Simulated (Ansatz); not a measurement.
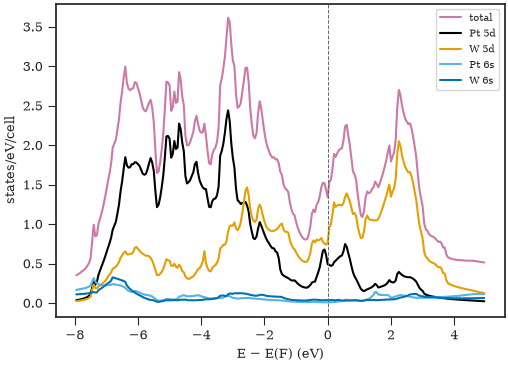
*Total and projected density of states of PtW (L1₀ or tetragonal B2, space group No. 123), DFT-PBE in the program Ansatz with PAW potentials*

Problem. Which orbitals carry the states next to the Fermi level?

Solution. Within 0.5 eV of the Fermi level: W 5d 62 %, Pt 5d 32 %. Projections are on Löwdin-orthogonalised atomic valence shells; empty p or d shells of many metals are not among them.

Problem. Where is the tallest occupied peak in this window, and what makes it?

Solution. Near -3.1 eV, about 3.6 states/eV per cell; the largest projected share is Pt 5d.

Space group P4/mmm (L1₀ or tetragonal B2). The start of the workflow was typed in or built on a structure type; neither database checked (COD, Materials Project) lists it. Whether it is the stable phase at ambient conditions was not checked. The cell was relaxed with PBE under the symmetry of its start; whether a distortion lowers the energy is not shown. No spin polarisation was allowed. Spin–orbit coupling is left out wherever it is not named.

Potentials: the earlier of the program's two PAW sets.
